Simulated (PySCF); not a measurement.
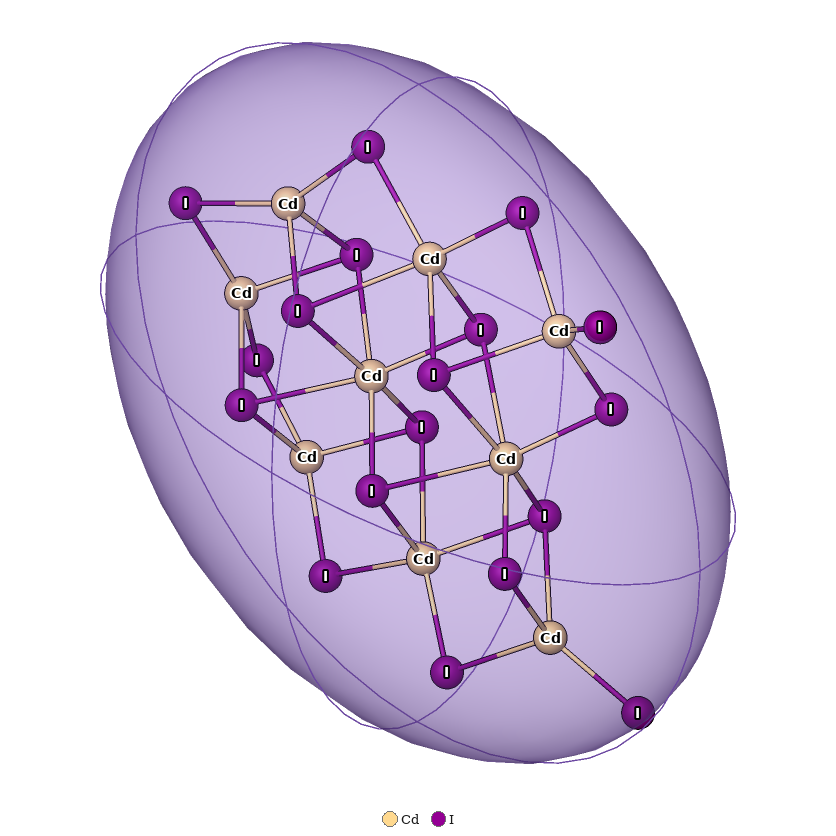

The ellipsoid shows the static dipole polarisability: its half-axes are proportional to the principal values. The computed structure is the end point of a GFN2-xTB optimisation. No frequency run is at hand to confirm it as a minimum. Level of theory: PBE/def2-SVP, core potentials on Cd, I (PySCF 2.14.0).

Question. Give the principal values, the mean and the anisotropy.

Answer. Principal values 573.9, 1100.3, 1232.2 bohr³; mean 968.8 bohr³ (143.56 Å³); anisotropy 603.3 bohr³, so the longest axis is 2.15 times the shortest.

The geometry is semi-empirical. Around Cd, I such bond lengths and angles can be off by a tenth of an ångström or more and by several degrees, and values that hang on the shape move with them.
